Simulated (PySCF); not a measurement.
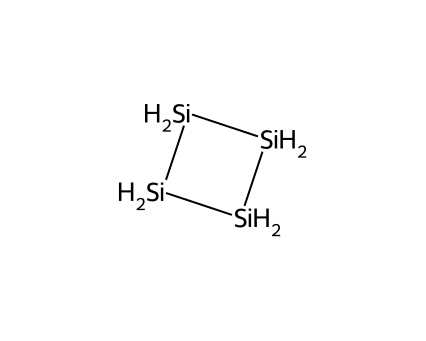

Computed geometry: GFN2-xTB optimisation. No frequency run is at hand to confirm it as a minimum. Level of theory: CAM-B3LYP/def2-SVPD, gas phase (PySCF 2.14.0). Excitations: vertical, linear response.

What is the dipole moment?

Answer. 0.02 D.

Give the brightest of the 8 lowest singlets at this level.

Answer. 6.50 eV.

Estimate the HOMO–LUMO gap.

Answer. 8.31 eV.

Give the mean static polarisability at this level.

Answer. 117.2 bohr³.

The geometry is semi-empirical. Around Si such bond lengths and angles can be off by a tenth of an ångström or more and by several degrees, and values that hang on the shape move with them.
